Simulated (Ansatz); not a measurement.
Nudged elastic band of AlHCl2F

System: AlHCl2F, multiplicity 2.
Method: UKS PBE-D4/def2-SVP (Ansatz 0.2.0).

It belongs to a series of runs on one base structure; here: band between the two ends. Figures and captions count atoms from 1; the log counts them from 0 in places.

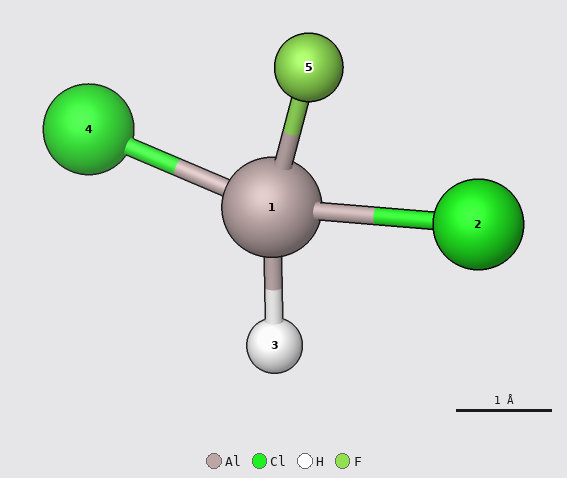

Figure 1. The structure as given in the input (ball-and-stick view, seen at a tilt; atoms are numbered from 1 in the order of the input). Sticks mark near contacts. Bond lengths as drawn: Al–Cl 2.18 to 2.40 Å, Al–F 1.74 Å and Al–H 1.58 Å.

## Input file
```yaml
crystal:
  periodic: [false, false, false]
  atoms:
    - { symbol: Al, position_ang: [-0.120731, 0.0, 0.749808] }
    - { symbol: Cl, position_ang: [1.577634, 0.0, 2.439626] }
    - { symbol: H, position_ang: [0.905467, 0.0, -0.452468] }
    - { symbol: Cl, position_ang: [-2.084949, 0.0, -0.192854] }
    - { symbol: F, position_ang: [-0.857621, 0.0, 2.320887] }
magnetization:
  spin_polarized: true
  initial_magnetization: 1
basis:
  gaussian: { orbitals: def2-SVP }
hamiltonian:
  xc: pbe
  dispersion: d4
neb:
  order_check: false
  images: 5
  f_tol: 0.05
  max_iterations: 60
  final_atoms:
    - { symbol: Al, position_ang: [-0.16375154, 0.01567595, 1.25951672] }
    - { symbol: Cl, position_ang: [1.53076578, -0.98712783, 1.98951061] }
    - { symbol: H, position_ang: [0.34129737, 0.74526018, -0.30102296] }
    - { symbol: Cl, position_ang: [-1.32070236, -0.87865447, -0.3224719] }
    - { symbol: F, position_ang: [-0.96780925, 1.10484617, 2.23946653] }
  initial_path:
    images:
      - { positions_ang: [[-0.120731, 0.0, 0.749808], [1.577634, 0.0, 2.439626], [0.905467, 0.0, -0.452468], [-2.084949, 0.0, -0.192854], [-0.857621, 0.0, 2.320887]] }
      - { positions_ang: [[-0.12052578, 0.0, 0.49757641], [1.11302515, 0.0, 2.44455733], [0.97868225, 0.0, -0.61716927], [-2.11443314, 0.0, -0.42084091], [-0.43694848, 0.0, 2.96087544]] }
      - { positions_ang: [[-0.12032056, 0.0, 0.24534483], [0.6484163, 0.0, 2.44948866], [1.0518975, 0.0, -0.78187055], [-2.14391728, 0.0, -0.64882782], [-0.01627596, 0.0, 3.60086388]] }
      - { positions_ang: [[-0.12011533, 0.0, -0.00688676], [0.18380744, 0.0, 2.45441999], [1.12511276, 0.0, -0.94657182], [-2.17340142, 0.0, -0.87681473], [0.40439656, 0.0, 4.24085232]] }
      - { positions_ang: [[-0.13466074, 0.00522532, 0.41524773], [0.63279356, -0.32904261, 2.2994502], [0.86384096, 0.24842006, -0.73138886], [-1.8891684, -0.29288482, -0.69203379], [-0.05300538, 0.36828206, 3.57372372]] }
      - { positions_ang: [[-0.14920614, 0.01045063, 0.83738223], [1.08177967, -0.65808522, 2.14448041], [0.60256917, 0.49684012, -0.51620591], [-1.60493538, -0.58576965, -0.50725285], [-0.51040731, 0.73656411, 2.90659512]] }
      - { positions_ang: [[-0.16375154, 0.01567595, 1.25951672], [1.53076578, -0.98712783, 1.98951061], [0.34129737, 0.74526018, -0.30102296], [-1.32070236, -0.87865447, -0.3224719], [-0.96780925, 1.10484617, 2.23946653]] }
```

Command:
```bash
ansatz run input.yaml --threads 2 --pin off --max-ram 3072MiB --backend cpu --events-out ev --progress --plain --runs-dir out
```

## Output
```
Engine: ansatz 0.2.0, aarch64-unknown-linux-gnu
Functional definition: PBE
  parameter kappa = 0.804
  parameter beta = 0.06672455060314922
  exchange = pbe_x(kappa = kappa, mu = beta*pi^2/3)
  correlation = pbe_c(beta = beta)
789 factors; their error is unknown
mean field evaluation 1: about -34344.9366 eV, gradient 2.8e1 eV
mean field evaluation 2: about -34314.7518 eV, gradient 9.3e1 eV
mean field evaluation 4: about -34347.2562 eV, gradient 1.3e1 eV
mean field evaluation 8: about -34348.4346 eV, gradient 2.6e0 eV
mean field evaluation 16: about -34348.4533 eV, gradient 6.2e-4 eV
mean field evaluation 32: about -34348.0636 eV, gradient 2.8e0 eV
mean field evaluation 64: about -34347.1940 eV, gradient 4.7e0 eV
mean field evaluation 96: about -34346.7239 eV, gradient 1.3e1 eV
mean field -34348.45332926 eV, -1262.2823776326 hartree, gradient 1.8e-5 eV, S^2 0.751356; 11 other end points of the search recorded, 0 dependent functions left out
the calculation of the forces begins
reference -34348.45336344 eV, -1262.2823788884 hartree; 29, 28 occupied and 44, 45 virtual orbitals, 789 factors
789 factors; their error is unknown
mean field evaluation 128: about -34349.8735 eV, gradient 5.2e0 eV
mean field -34350.01325901 eV, -1262.3397039935 hartree, gradient 3.1e-5 eV, S^2 0.752827; 2 other end points of the search recorded, 0 dependent functions left out
[... from here on the field's lines of each further geometry are left out, up to the last ...]
NEB iter   1: max|band force component| = 2.194e1 eV/Å  barrier→ = 7.8626 eV  barrier← = 9.4281 eV  Δτ_max = 0.2000 Å  (1067 SCF iters)
NEB iter   2: max|band force component| = 1.248e1 eV/Å  barrier→ = 4.8497 eV  barrier← = 6.4152 eV  Δτ_max = 0.2000 Å  (238 SCF iters)
NEB iter   3: max|band force component| = 5.664e0 eV/Å  barrier→ = 2.9049 eV  barrier← = 4.4705 eV  Δτ_max = 0.2000 Å  (186 SCF iters)
NEB iter   4: max|band force component| = 3.692e0 eV/Å  barrier→ = 2.1558 eV  barrier← = 3.7214 eV  Δτ_max = 0.2000 Å  (171 SCF iters)
NEB iter   5: max|band force component| = 1.998e0 eV/Å  barrier→ = 1.6900 eV  barrier← = 3.2556 eV  Δτ_max = 0.1998 Å  (178 SCF iters)
NEB iter   6: max|band force component| = 6.467e-1 eV/Å  barrier→ = 1.4075 eV  barrier← = 2.9730 eV  Δτ_max = 0.2000 Å  (177 SCF iters)
NEB iter   7: max|band force component| = 4.878e-1 eV/Å  barrier→ = 1.3657 eV  barrier← = 2.9312 eV  CI = image 3  Δτ_max = 0.2000 Å  (181 SCF iters)
NEB iter   8: max|band force component| = 4.415e-1 eV/Å  barrier→ = 1.3258 eV  barrier← = 2.8914 eV  CI = image 3  Δτ_max = 0.2000 Å  (175 SCF iters)
NEB iter   9: max|band force component| = 2.219e-1 eV/Å  barrier→ = 1.2844 eV  barrier← = 2.8500 eV  CI = image 3  Δτ_max = 0.2000 Å  (176 SCF iters)
NEB iter  10: max|band force component| = 3.444e-1 eV/Å  barrier→ = 1.2472 eV  barrier← = 2.8128 eV  CI = image 3  Δτ_max = 0.1012 Å  (186 SCF iters)
NEB iter  11: max|band force component| = 3.502e-1 eV/Å  barrier→ = 1.2297 eV  barrier← = 2.7953 eV  CI = image 3  Δτ_max = 0.0502 Å  (193 SCF iters)
NEB iter  12: max|band force component| = 6.850e-1 eV/Å  barrier→ = 1.2225 eV  barrier← = 2.7881 eV  CI = image 3  Δτ_max = 0.0251 Å  (212 SCF iters)
NEB iter  13: max|band force component| = 5.889e-1 eV/Å  barrier→ = 1.2180 eV  barrier← = 2.7836 eV  CI = image 3  Δτ_max = 0.0503 Å  (174 SCF iters)
NEB iter  14: max|band force component| = 6.298e-1 eV/Å  barrier→ = 1.2071 eV  barrier← = 2.7727 eV  CI = image 3  Δτ_max = 0.1011 Å  (173 SCF iters)
NEB iter  15: max|band force component| = 4.230e-1 eV/Å  barrier→ = 1.1807 eV  barrier← = 2.7463 eV  CI = image 3  Δτ_max = 0.2000 Å  (170 SCF iters)
NEB iter  16: max|band force component| = 6.285e-1 eV/Å  barrier→ = 1.0981 eV  barrier← = 2.6637 eV  CI = image 3  Δτ_max = 0.1004 Å  (185 SCF iters)
NEB iter  17: max|band force component| = 9.516e-1 eV/Å  barrier→ = 1.0379 eV  barrier← = 2.6035 eV  CI = image 3  Δτ_max = 0.0504 Å  (168 SCF iters)
NEB iter  18: max|band force component| = 1.156e0 eV/Å  barrier→ = 1.0195 eV  barrier← = 2.5851 eV  CI = image 3  Δτ_max = 0.0502 Å  (168 SCF iters)
NEB iter  19: max|band force component| = 1.295e0 eV/Å  barrier→ = 0.9491 eV  barrier← = 2.5146 eV  CI = image 3  Δτ_max = 0.1004 Å  (162 SCF iters)
NEB iter  20: max|band force component| = 1.414e0 eV/Å  barrier→ = 0.7747 eV  barrier← = 2.3403 eV  CI = image 3  Δτ_max = 0.2000 Å  (186 SCF iters)
NEB iter  21: max|band force component| = 1.393e0 eV/Å  barrier→ = 0.3302 eV  barrier← = 1.8958 eV  CI = image 3  Δτ_max = 0.2000 Å  (191 SCF iters)
NEB iter  22: max|band force component| = 1.530e0 eV/Å  barrier→ = -0.0035 eV  barrier← = 1.5621 eV  CI = image 3  Δτ_max = 0.0991 Å  (204 SCF iters)
NEB iter  23: max|band force component| = 1.334e0 eV/Å  barrier→ = -0.0731 eV  barrier← = 1.4925 eV  CI = image 1  Δτ_max = 0.2000 Å  (185 SCF iters)
NEB iter  24: max|band force component| = 6.044e-1 eV/Å  barrier→ = -0.0374 eV  barrier← = 1.5282 eV  CI = image 1  Δτ_max = 0.0996 Å  (203 SCF iters)
NEB iter  25: max|band force component| = 8.702e-1 eV/Å  barrier→ = -0.0242 eV  barrier← = 1.5414 eV  CI = image 1  Δτ_max = 0.0497 Å  (218 SCF iters)
NEB iter  26: max|band force component| = 6.518e-1 eV/Å  barrier→ = -0.0502 eV  barrier← = 1.5154 eV  CI = image 1  Δτ_max = 0.0976 Å  (242 SCF iters)
NEB iter  27: max|band force component| = 8.349e-1 eV/Å  barrier→ = -0.0153 eV  barrier← = 1.5503 eV  CI = image 1  Δτ_max = 0.0487 Å  (193 SCF iters)
NEB iter  28: max|band force component| = 2.561e-1 eV/Å  barrier→ = -0.0129 eV  barrier← = 1.5527 eV  CI = image 1  Δτ_max = 0.0484 Å  (182 SCF iters)
NEB iter  29: max|band force component| = 1.979e-1 eV/Å  barrier→ = -0.0177 eV  barrier← = 1.5479 eV  CI = image 1  Δτ_max = 0.0549 Å  (194 SCF iters)
NEB iter  30: max|band force component| = 3.037e-1 eV/Å  barrier→ = -0.0229 eV  barrier← = 1.5427 eV  CI = image 1  Δτ_max = 0.0273 Å  (187 SCF iters)
NEB iter  31: max|band force component| = 3.777e-1 eV/Å  barrier→ = -0.0273 eV  barrier← = 1.5383 eV  CI = image 1  Δτ_max = 0.0274 Å  (192 SCF iters)
NEB iter  32: max|band force component| = 6.302e-1 eV/Å  barrier→ = -0.0184 eV  barrier← = 1.5472 eV  CI = image 1  Δτ_max = 0.0549 Å  (205 SCF iters)
NEB iter  33: max|band force component| = 7.471e-1 eV/Å  barrier→ = -0.0056 eV  barrier← = 1.5599 eV  CI = image 1  Δτ_max = 0.1101 Å  (211 SCF iters)
NEB iter  34: max|band force component| = 5.406e-1 eV/Å  barrier→ = -0.0014 eV  barrier← = 1.5642 eV  CI = image 1  Δτ_max = 0.0544 Å  (182 SCF iters)
NEB iter  35: max|band force component| = 1.947e-1 eV/Å  barrier→ = -0.0004 eV  barrier← = 1.5652 eV  CI = image 1  Δτ_max = 0.0710 Å  (161 SCF iters)
NEB iter  36: max|band force component| = 1.787e-1 eV/Å  barrier→ = -0.0003 eV  barrier← = 1.5652 eV  CI = image 1  Δτ_max = 0.1092 Å  (167 SCF iters)
NEB iter  37: max|band force component| = 7.707e-2 eV/Å  barrier→ = -0.0002 eV  barrier← = 1.5654 eV  CI = image 1  Δτ_max = 0.1961 Å  (160 SCF iters)
NEB iter  38: max|band force component| = 1.003e-1 eV/Å  barrier→ = -0.0002 eV  barrier← = 1.5654 eV  CI = image 1  Δτ_max = 0.1480 Å  (166 SCF iters)
NEB iter  39: max|band force component| = 1.959e-1 eV/Å  barrier→ = -0.0001 eV  barrier← = 1.5655 eV  CI = image 1  Δτ_max = 0.0232 Å  (164 SCF iters)
NEB iter  40: max|band force component| = 1.466e-1 eV/Å  barrier→ = -0.0000 eV  barrier← = 1.5655 eV  CI = image 1  Δτ_max = 0.0198 Å  (140 SCF iters)
the calculation of the forces begins
reference -34349.94386239 eV, -1262.3371537145 hartree; 29, 28 occupied and 44, 45 virtual orbitals, 789 factors
789 factors; their error is unknown
mean field evaluation 2112: about -34348.4533 eV, gradient 6.4e-5 eV
mean field evaluation 2144: about -34347.7539 eV, gradient 3.8e0 eV
mean field -34348.45333554 eV, -1262.2823778631 hartree, gradient 5.9e-6 eV, S^2 0.751355; 7 other end points of the search recorded, 0 dependent functions left out
the calculation of the forces begins
reference -34348.45336971 eV, -1262.2823791190 hartree; 29, 28 occupied and 44, 45 virtual orbitals, 789 factors
NEB iter  41: max|band force component| = 4.163e-2 eV/Å  barrier→ = -0.0000 eV  barrier← = 1.5656 eV  CI = image 1  Δτ_max = 0.0000 Å  (691 SCF iters)
```

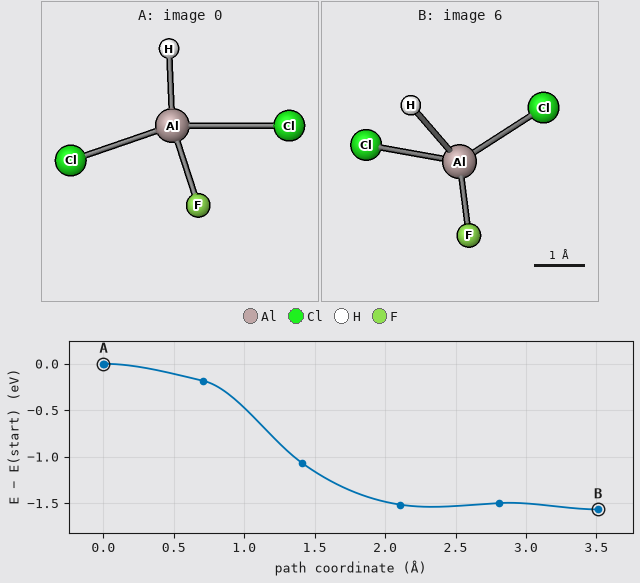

Figure 2. Images of the last band (counted from 0; ball-and-stick, seen at a tilt) above the energy along the path; the line is a cubic interpolation that uses the forces. No image lies above both ends; the end is 1.566 eV below the start. The path is 3.51 Å long. The band converged in 41 iterations.

```
Total energy: -34348.56637102 eV, -1262.2865318405 hartree
Atom 0 at    -0.127032    -0.004663     0.750179 Å, force     0.006619     0.003217     0.003245 eV/Å
Atom 1 at     1.621872     0.038546     2.386650 Å, force     0.000011    -0.002097    -0.001146 eV/Å
Atom 2 at     0.860773    -0.017187    -0.483690 Å, force    -0.001854     0.000045    -0.001224 eV/Å
Atom 3 at    -2.119459    -0.038332    -0.130743 Å, force    -0.000840    -0.002125     0.000471 eV/Å
Atom 4 at    -0.816353     0.021636     2.342603 Å, force    -0.003936     0.000961    -0.001346 eV/Å
Dipole moment:     0.203180    -0.000874    -0.089598 e Å
this run last wrote the band of iteration 41 to [file]
```

## The last band as extended XYZ (Å, eV, eV/Å)
```
5
Properties=species:S:1:pos:R:3:forces:R:3 image=0 energy=-34348.56632
Al   -0.1207    0.0000    0.7498    0.0065   0.0000  -0.0012
Cl    1.5776    0.0000    2.4396    0.0016   0.0000   0.0009
H     0.9055    0.0000   -0.4525   -0.0035   0.0000  -0.0015
Cl   -2.0849    0.0000   -0.1929    0.0014   0.0000   0.0020
F    -0.8576    0.0000    2.3209   -0.0060   0.0000  -0.0001
5
Properties=species:S:1:pos:R:3:forces:R:3 image=1 energy=-34348.56634
Al   -0.1270   -0.0047    0.7502    0.0066   0.0032   0.0032
Cl    1.6219    0.0385    2.3866    0.0000  -0.0021  -0.0011
H     0.8608   -0.0172   -0.4837   -0.0019   0.0000  -0.0012
Cl   -2.1195   -0.0383   -0.1307   -0.0008  -0.0021   0.0005
F    -0.8164    0.0216    2.3426   -0.0039   0.0010  -0.0013
5
Properties=species:S:1:pos:R:3:forces:R:3 image=2 energy=-34348.74749
Al   -0.1324    0.0253    0.7571    0.0059   0.0144  -0.0004
Cl    1.6617   -0.3044    2.2469   -0.0328  -0.2491  -0.0136
H     0.7329    0.3417   -0.5272   -0.0182   0.1807   0.0127
Cl   -2.1338   -0.4164    0.0287    0.0364  -0.2200   0.0167
F    -0.7088    0.3537    2.3595    0.0087   0.2739  -0.0155
5
Properties=species:S:1:pos:R:3:forces:R:3 image=3 energy=-34349.62928
Al   -0.2003    0.0355    1.0703   -0.1354  -0.0049   0.5363
Cl    1.4009   -1.2171    1.8070   -0.0132  -0.2929  -0.6401
H     0.7378    0.0619   -0.4279   -0.0453   0.0678   0.2063
Cl   -1.9919    0.2829   -0.0784    0.2730  -0.3411  -0.2933
F    -0.5267    0.8368    2.4940   -0.0791   0.5711   0.1908
5
Properties=species:S:1:pos:R:3:forces:R:3 image=4 energy=-34350.08087
Al   -0.2782    0.0632    1.1913   -0.0286   0.0189   0.0477
Cl    1.2912   -1.2798    1.7257   -0.0445  -0.1028  -0.0874
H     0.8428    0.2930   -0.1959    0.0089   0.0920   0.0662
Cl   -1.8195   -0.2790   -0.2197    0.0302  -0.1212  -0.0127
F    -0.6165    1.2026    2.3636    0.0340   0.1132  -0.0138
5
Properties=species:S:1:pos:R:3:forces:R:3 image=5 energy=-34350.06328
Al   -0.2982   -0.0363    1.1555   -0.0181  -0.0131   0.0415
Cl    1.3576   -1.2312    1.7376    0.0538   0.1079  -0.0006
H     0.7896    0.9279    0.0598    0.0774  -0.1224  -0.0652
Cl   -1.6412   -0.8889   -0.2243   -0.0543   0.0580  -0.0559
F    -0.7879    1.2284    2.1364   -0.0587  -0.0304   0.0803
5
Properties=species:S:1:pos:R:3:forces:R:3 image=6 energy=-34350.13190
Al   -0.1638    0.0157    1.2595    0.0011   0.0056   0.0172
Cl    1.5308   -0.9871    1.9895    0.0116  -0.0017   0.0057
H     0.3413    0.7453   -0.3010   -0.0088  -0.0021   0.0074
Cl   -1.3207   -0.8787   -0.3225   -0.0111  -0.0066  -0.0254
F    -0.9678    1.1048    2.2395    0.0073   0.0047  -0.0050
```

## Summary

| quantity | value |
| --- | --- |
| outcome | converged |
| barrier, forward | 0.000 eV |
| barrier, backward | 1.566 eV |
| hardware | 2 threads of Arm Neoverse V2, 24 GiB of memory available, shared host |
| wall time | 5.9 min (CPU time 11 min) |
| peak memory | 0.17 GiB |

## Notes

The order of the saddle point was not checked.
